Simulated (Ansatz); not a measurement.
# Run report: WH4ClOF, geometry relaxation (part 2 of 2)

Continued. System: WH4ClOF. Method: RKS PBE0/def2-SVP (Ansatz 0.2.0). The input holds or restrains some coordinates. Forces given for the steps count only the free coordinates. It belongs to a series of runs on one base structure; here: pulled along the bonds that form and break, towards end A.

### Trajectory as extended XYZ, continued
```
8
Properties=species:S:1:pos:R:3:forces:R:3 step=5 energy=-19161.09682
W    -0.0059   -0.1653    0.2891   -0.2950  -0.1799   0.5438
O     0.7018    0.1076    2.0501   -0.7553  -0.1667  -0.8695
H    -0.0619   -0.3370    2.4913    0.4900   0.2706   0.5559
H     1.7141    0.0956    0.0885   -0.7535   0.4694  -0.5534
H     0.0868    1.5561   -0.1019    0.4210  -0.9259  -0.2684
F    -1.8298    0.1260   -0.0217    0.0126   0.5857  -0.0510
Cl    0.0624   -2.3934   -0.1129    0.3712  -0.1245  -0.4585
H     0.2313    0.0590   -1.4454    0.5089   0.0712   1.1011
8
Properties=species:S:1:pos:R:3:forces:R:3 step=6 energy=-19161.77581
W    -0.0857   -0.2329    0.3110    0.4947   0.4663   0.3140
O     0.6729    0.1287    2.0398   -1.2504  -0.6070  -0.1944
H    -0.0273   -0.3120    2.6035    0.9329   0.5795  -0.1405
H     1.5647    0.1821    0.0022   -0.8159   0.0039  -0.0351
H     0.1844    1.4006   -0.1671    0.1055  -0.7013  -0.0542
F    -1.8661    0.2573   -0.0278    0.0797   0.2680   0.0850
Cl    0.1582   -2.4312   -0.2221    0.2284  -0.0013  -0.2612
H     0.2977    0.0560   -1.3023    0.2252  -0.0082   0.2865
8
Properties=species:S:1:pos:R:3:forces:R:3 step=7 energy=-19161.97549
W    -0.1441   -0.2747    0.3243    0.7785   0.2972   0.0061
O     0.6282    0.1550    2.0357   -1.0612  -0.6543   0.1157
H     0.0062   -0.2397    2.7095    0.7513   0.4884  -0.5449
H     1.4599    0.1714   -0.0115   -0.4631  -0.1431   0.1626
H     0.2170    1.2525   -0.2204   -0.0616   0.0496   0.0616
F    -1.8878    0.3739    0.0157    0.1069  -0.0298   0.0890
Cl    0.2697   -2.4193   -0.3811   -0.0302   0.0853   0.0520
H     0.3497    0.0294   -1.2351   -0.0206  -0.0934   0.0579
8
Properties=species:S:1:pos:R:3:forces:R:3 step=8 energy=-19161.99890
W    -0.1425   -0.2789    0.3120    0.7195   0.3003   0.2925
O     0.6173    0.1354    2.0304   -0.5777  -0.3240  -0.1818
H     0.0101   -0.2143    2.7219    0.3519   0.1958  -0.2775
H     1.4641    0.1761   -0.0085   -0.4903  -0.1276   0.1583
H     0.2006    1.2608   -0.2115   -0.0183   0.0135  -0.0190
F    -1.8827    0.3777    0.0295   -0.0234  -0.0035   0.0562
Cl    0.2682   -2.4148   -0.3955   -0.0162  -0.0524  -0.0050
H     0.3637    0.0065   -1.2411    0.0544  -0.0021  -0.0237
8
Properties=species:S:1:pos:R:3:forces:R:3 step=9 energy=-19162.00639
W    -0.1405   -0.2692    0.3002    0.7454   0.1012   0.4796
O     0.6048    0.1278    2.0293   -0.4061  -0.2643  -0.2993
H     0.0083   -0.2179    2.7275    0.2291   0.1376  -0.2425
H     1.4646    0.2027   -0.0007   -0.4502  -0.0854   0.1665
H     0.2046    1.2635   -0.2439   -0.1310   0.0344  -0.0368
F    -1.8946    0.3658    0.0719   -0.0409   0.1131  -0.0029
Cl    0.2475   -2.4116   -0.4041   -0.0254  -0.0381  -0.0043
H     0.4040   -0.0124   -1.2431    0.0790   0.0015  -0.0602
8
Properties=species:S:1:pos:R:3:forces:R:3 step=10 energy=-19162.04281
W    -0.1284   -0.2521    0.2669    0.7051   0.1925   0.5324
O     0.5741    0.0851    2.0285    0.2451  -0.0084  -0.9356
H     0.0069   -0.2293    2.7432   -0.3254  -0.1681   0.1520
H     1.4704    0.2982    0.0255   -0.5647  -0.0103   0.2572
H     0.1503    1.2736   -0.3495   -0.2290  -0.0597  -0.1100
F    -1.9065    0.3708    0.1944    0.1685   0.1068  -0.0034
Cl    0.1824   -2.4153   -0.4261   -0.0841  -0.0100   0.0023
H     0.5496   -0.0825   -1.2458    0.0845  -0.0429   0.1050
8
Properties=species:S:1:pos:R:3:forces:R:3 step=11 energy=-19162.11944
W    -0.1039   -0.2248    0.2337    0.6155   0.3758   0.5991
O     0.5600    0.0216    2.0307    0.4414   0.0868  -1.2906
H    -0.0184   -0.2592    2.7454   -0.4877  -0.2864   0.1799
H     1.4671    0.4461    0.0561   -0.7546  -0.0711   0.3038
H     0.0845    1.2759   -0.4954   -0.2889  -0.2043  -0.1279
F    -1.9061    0.3763    0.3417    0.6915  -0.0273  -0.1228
Cl    0.0908   -2.4164   -0.4405   -0.1687   0.1076   0.0639
H     0.7249   -0.1709   -1.2344   -0.0485   0.0189   0.3946
8
Properties=species:S:1:pos:R:3:forces:R:3 step=12 energy=-19162.23768
W    -0.0607   -0.1965    0.2225    0.4136   0.5527   0.5740
O     0.5867   -0.0419    2.0354    0.1340   0.0981  -1.1099
H    -0.0379   -0.3418    2.7130   -0.1909  -0.1930  -0.0834
H     1.4410    0.6343    0.0995   -0.8125  -0.2915   0.2173
H    -0.0021    1.2546   -0.6567   -0.1486  -0.4135   0.0895
F    -1.8687    0.3882    0.4236    0.9252  -0.1687  -0.2673
Cl   -0.0373   -2.4219   -0.4042   -0.1094   0.3756   0.0942
H     0.8779   -0.2265   -1.1960   -0.2113   0.0401   0.4856
8
Properties=species:S:1:pos:R:3:forces:R:3 step=13 energy=-19162.37266
W    -0.0640   -0.1670    0.2500    0.8776   0.6248   0.2002
O     0.6319   -0.0508    2.0337   -0.1554   0.0717  -0.6037
H     0.0348   -0.5096    2.6502    0.0353  -0.0540   0.0118
H     1.3330    0.8008    0.1243   -0.4798  -0.4305   0.2456
H    -0.0222    1.1778   -0.7499   -0.0940  -0.1400   0.0341
F    -1.8354    0.4446    0.3408   -0.0441  -0.0211  -0.0184
Cl   -0.1128   -2.3825   -0.3153   -0.0597  -0.0653  -0.0106
H     0.9334   -0.2647   -1.0966   -0.0800   0.0145   0.1411
8
Properties=species:S:1:pos:R:3:forces:R:3 step=14 energy=-19162.37904
W    -0.0599   -0.1438    0.2496    0.4314   0.2728   0.6084
O     0.6227   -0.0310    2.0423   -0.1100   0.0010  -0.6692
H     0.0856   -0.5809    2.6405    0.0047   0.0500  -0.0321
H     1.3315    0.8311    0.1415   -0.4814  -0.3529   0.1841
H    -0.0388    1.1587   -0.7884    0.0166   0.0308  -0.0111
F    -1.8420    0.4480    0.3041    0.0623  -0.0230  -0.0127
Cl   -0.1521   -2.3706   -0.2838    0.0183   0.0482  -0.0151
H     0.9518   -0.2629   -1.0685    0.0582  -0.0268  -0.0522
8
Properties=species:S:1:pos:R:3:forces:R:3 step=15 energy=-19162.38024
W    -0.0619   -0.1478    0.2522    0.6337   0.3112   0.4801
O     0.6326   -0.0375    2.0404   -0.1412   0.0494  -0.6798
H     0.0797   -0.5595    2.6474   -0.0044  -0.0050   0.0037
H     1.3295    0.8274    0.1372   -0.4814  -0.3715   0.2016
H    -0.0397    1.1628   -0.7786    0.0024  -0.0025  -0.0107
F    -1.8435    0.4390    0.3033   -0.0051   0.0081   0.0059
Cl   -0.1552   -2.3684   -0.2991    0.0072   0.0092  -0.0029
H     0.9572   -0.2674   -1.0656   -0.0112   0.0010   0.0021
```

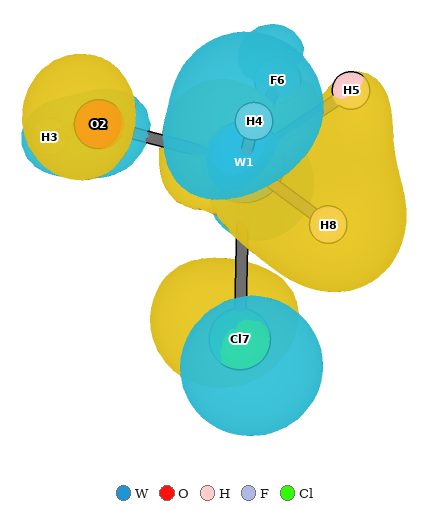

*The HOMO at ±0.1 Å⁻³ᐟ² (yellow and cyan are the two phases), seen at a tilt.*

It lies mainly on W1 (35 %), Cl7 (20 %), H4 (20 %), O2 (10 %) and H8 (10 %). Its energy is −8.21 eV.

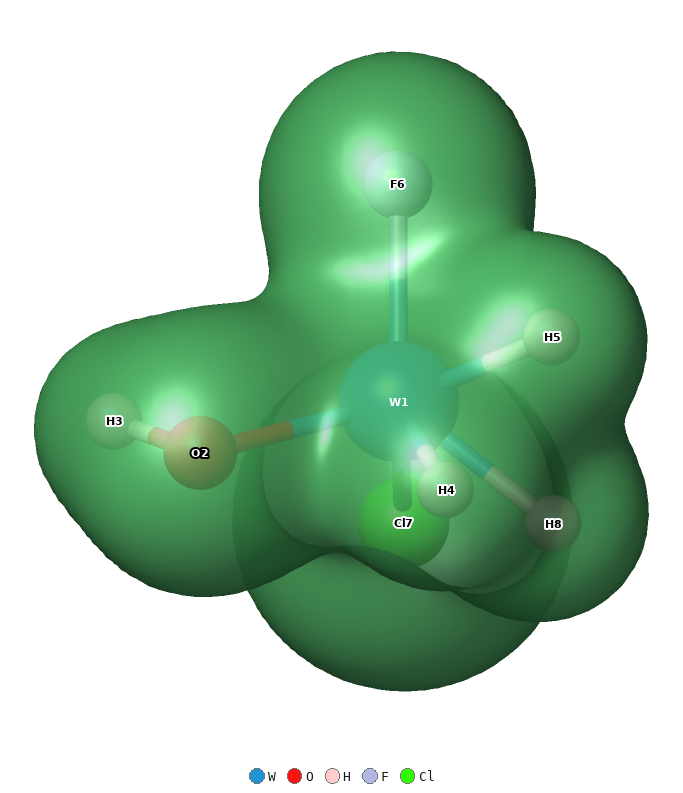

*Isosurface of the total electron density at 0.1 e/Å³ (green), seen from the side.*

At this value the surface is in one piece. On the grid the lowest density along these lines, outside the cores, is 0.97 e/Å³ (W–F, 1.88 Å), 1 e/Å³ (W–O, 1.92 Å), 0.69 e/Å³ (W–Cl, 2.29 Å) and 2.3 e/Å³ (O–H, 0.97 Å).

The run was set up as follows.

### The input
```yaml
crystal:
  periodic: [false, false, false]
  atoms:
    - { symbol: W, position_ang: [0.0, 0.0, 0.0] }
    - { symbol: O, position_ang: [0.9539, 0.0, 1.9156] }
    - { symbol: H, position_ang: [0.0444, -0.2814, 2.2528] }
    - { symbol: H, position_ang: [1.7505, 0.0, 0.7888] }
    - { symbol: H, position_ang: [0.0, 1.72, 0.0] }
    - { symbol: F, position_ang: [-1.85, 0.0, 0.0] }
    - { symbol: Cl, position_ang: [0.0, -2.39, 0.0] }
    - { symbol: H, position_ang: [0.0, 0.0, -1.72] }
basis:
  gaussian: { orbitals: def2-SVP }
hamiltonian:
  xc: pbe0
relax:
  f_tol: 0.15
  max_steps: 25
  restrain:
    - { distance: [1, 3], at: 2.21, k: 30.0 }
    - { distance: [0, 1], at: 1.94, k: 30.0 }
    - { distance: [0, 3], at: 1.72, k: 30.0 }
output:
  orbitals: {}
```

Run as:
```bash
ansatz run input.yaml --threads 2 --pin off --max-ram 3072MiB --backend cpu --events-out ev --progress --plain --runs-dir out
```

### Key numbers

| quantity | value |
| --- | --- |
| outcome | converged under the restraints of the input |
| total energy | −19162.3803 eV |
| mean-field energy | −19162.3803 eV |
| largest force (length of the vector) at the end, held atoms and coordinates included | 0.854 eV/Å |
| hardware | 2 threads of Arm Neoverse V2, 24 GiB of memory available, shared host |
| wall time | 48 s (CPU time 94 s) |
| peak memory | 0.21 GiB |
